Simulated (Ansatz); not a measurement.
Take LiNbO3 (space group R3c, No. 161; a = 5.190 Å, c = 14.015 Å (hexagonal axes)) as the base.

Structures relaxed with DFT with PBE, PAW potentials and a 420 eV plane-wave cutoff in Ansatz (a quantum-chemistry and plane-wave program), without spin-orbit coupling.

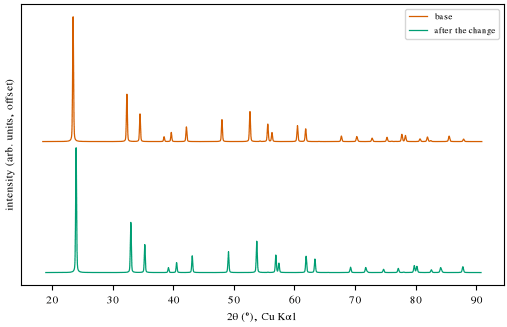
*Simulated powder patterns before (top) and after one change*

Question: Name the change that was made.
A. pressure 0.3 GPa
B. pressure 0.7 GPa
C. pressure 1.5 GPa
D. pressure 7.5 GPa

Answer: D, pressure 7.5 GPa. Its volume per atom is 10.25 Å³ against 10.90 Å³, and its space group is R3c (No. 161).

Load acts through the strain it causes; cell and atoms are relaxed under it. Stability against distortions was not tested. No other phases were tried under pressure.
